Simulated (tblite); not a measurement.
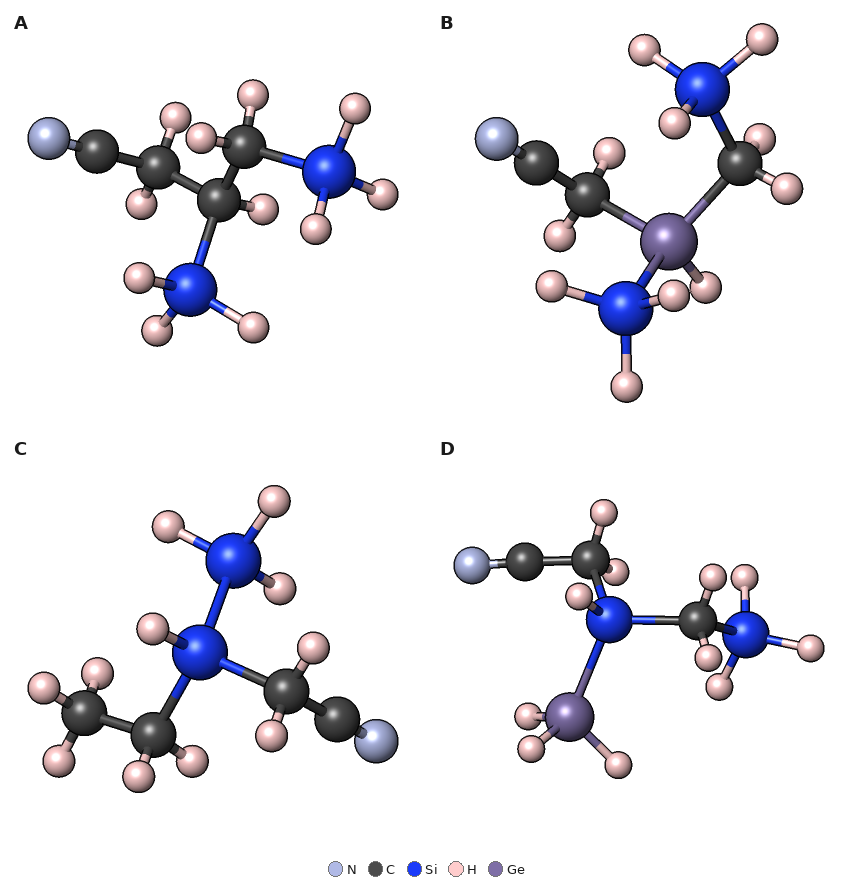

(Drawn from a calculation with tblite.)

> Match each picture to its SMILES.
(1) N#CC[Si@@H]([GeH3])C[SiH3]
(2) N#C[CH2][Ge@H]([SiH3])[CH2][SiH3]
(3) N#CC[C@H]([SiH3])C[SiH3]
(4) CC[Si@H]([SiH3])CC#N

A is (3), B is (2), C is (4), D is (1).
